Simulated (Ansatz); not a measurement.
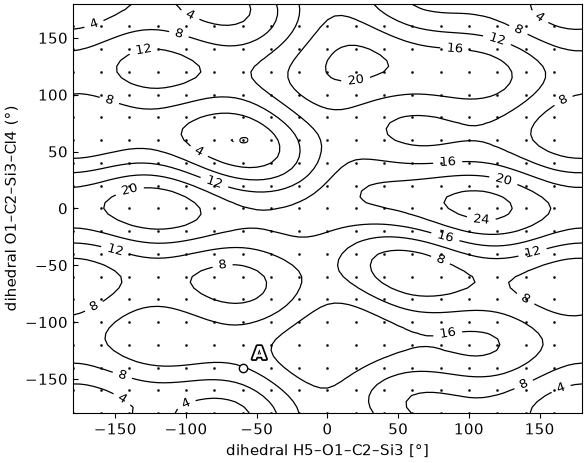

CH5ClOSi, SMILES OC[SiH2]Cl. Coordinates scanned: (1) dihedral H5–O1–C2–Si3; (2) dihedral O1–C2–Si3–Cl4. Nothing is relaxed (all other coordinates rigid). Grid: 18 × 18 points. Points are written as (first, second). All energies are given in kJ/mol relative to the lowest grid point. The calculation used RHF/def2-TZVP in Ansatz 0.2.0.

In the figure: contour lines labelled in kJ/mol, dots at the grid points, the point A. Between grid points the surface is interpolated.

Is A at rest? If not, where is it pushed?

Answer. A, at (−60°, −140°), is not a stationary point. The computed force is 0.094 kJ/mol for each degree towards smaller values of dihedral H5–O1–C2–Si3 and 0.22 kJ/mol for each degree towards smaller values of dihedral O1–C2–Si3–Cl4.
